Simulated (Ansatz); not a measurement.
The end point of a relaxation of ZrO2. Space group Pnma (No. 62), AFLOW prototype A2B_oP12_62_2c_c (C23, as in PbCl2). Method: PBEsol (plane waves to 420 eV, PAW, scalar-relativistic; Ansatz, a program for electronic structure).

```cif
data_O8Zr4
_chemical_formula_sum 'Zr4 O8'
_space_group_name_H-M_alt 'P 1'
_space_group_IT_number 1
_cell_length_a 5.55283
_cell_length_b 3.31922
_cell_length_c 6.47124
_cell_angle_alpha 90.000
_cell_angle_beta 90.000
_cell_angle_gamma 90.000
loop_
_space_group_symop_operation_xyz
  'x, y, z'
loop_
_atom_site_label
_atom_site_type_symbol
_atom_site_fract_x
_atom_site_fract_y
_atom_site_fract_z
_atom_site_occupancy
Zr1 Zr 0.75329 0.25000 0.61102 1
Zr2 Zr 0.25329 0.25000 0.88898 1
Zr3 Zr 0.24671 0.75000 0.38898 1
Zr4 Zr 0.74671 0.75000 0.11102 1
O1 O 0.64006 0.25000 0.92543 1
O2 O 0.14006 0.25000 0.57457 1
O3 O 0.35994 0.75000 0.07457 1
O4 O 0.85994 0.75000 0.42543 1
O5 O 0.52435 0.25000 0.33886 1
O6 O 0.02435 0.25000 0.16114 1
O7 O 0.47565 0.75000 0.66114 1
O8 O 0.97565 0.75000 0.83886 1
```

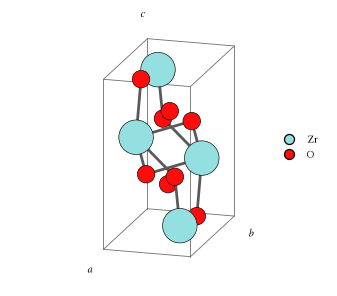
Figure: The conventional cell of the relaxed structure

```yaml
volume_per_atom: 9.94 Å³
band_gap: 2.84 eV, direct at Γ (no spin-orbit coupling)
shortest_distances: O–Zr 2.13 Å; O–O 2.47 Å; Zr–Zr 3.31 Å
k-mesh: 5×8×4
```

Band energies at high-symmetry points (eV from the VBM; labels of this space group; no spin-orbit coupling), from −5 eV up to 5.7 eV:

```json
[
 {"point": "Γ", "energies": "-4.85 -4.57 -4.23 -4.12 -4.07 -3.97 -3.63 -3.48 -3.41 -3.32 -2.67 -2.56 -2.46 -2.14 -1.95 -1.72 -1.25 -0.99 -0.93 -0.31 -0.05 0.00 2.84 3.85 3.93 4.20 4.93 5.00 5.14"},
 {"point": "X", "energies": "-4.60 -4.60 -3.82 -3.82 -3.43 -3.43 -3.32 -3.32 -2.01 -2.01 -1.94 -1.94 -1.81 -1.81 -1.12 -1.12 -0.91 -0.91 -0.39 -0.39 3.69 3.69 4.71 4.71 4.92 4.92 5.45 5.45"},
 {"point": "S", "energies": "-4.34 -4.34 -4.34 -4.34 -2.92 -2.92 -2.92 -2.92 -1.88 -1.88 -1.88 -1.88 -1.28 -1.28 -1.28 -1.28 -0.79 -0.79 -0.79 -0.79 5.05 5.05 5.05 5.05"},
 {"point": "Y", "energies": "-4.31 -4.31 -3.89 -3.89 -2.88 -2.88 -2.64 -2.64 -2.24 -2.24 -2.03 -2.03 -1.85 -1.85 -1.62 -1.62 -0.88 -0.88 -0.75 -0.75 4.58 4.58 5.30 5.30 5.54 5.54"},
 {"point": "Z", "energies": "-4.95 -4.95 -4.06 -4.06 -3.99 -3.99 -3.53 -3.53 -2.94 -2.94 -2.79 -2.79 -1.93 -1.93 -1.68 -1.68 -1.28 -1.28 -0.61 -0.61 -0.39 -0.39 3.67 3.67 4.38 4.38 4.58 4.58 4.59 4.59"},
 {"point": "U", "energies": "-4.41 -4.41 -3.89 -3.89 -3.54 -3.54 -3.13 -3.13 -2.13 -2.13 -1.89 -1.89 -1.82 -1.82 -1.14 -1.14 -0.87 -0.87 -0.51 -0.51 4.40 4.40 4.51 4.51 4.73 4.73"},
 {"point": "R", "energies": "-4.50 -4.50 -4.50 -4.50 -3.22 -3.22 -3.22 -3.22 -1.70 -1.70 -1.70 -1.70 -1.28 -1.28 -1.28 -1.28 -0.81 -0.81 -0.81 -0.81 5.25 5.25 5.25 5.25 5.56 5.56 5.56 5.56"},
 {"point": "T", "energies": "-4.73 -4.73 -4.30 -4.30 -3.92 -3.92 -3.46 -3.46 -2.95 -2.95 -2.28 -2.28 -1.88 -1.88 -1.64 -1.64 -1.22 -1.22 -1.06 -1.06 -0.94 -0.94 4.53 4.53 5.48 5.48 5.67 5.67"}
]
```

No spin polarisation in the result.

The run could not lose the symmetry of its start.

The first start was generated by placing the elements on the sites of a structure type. Materials Project lists a structure of ZrO2 in the same space group, Pnma (No. 62); the sites were not compared with it, nor with measured phases. Known forms of ZrO2 include space group No. 14, 137, 225.
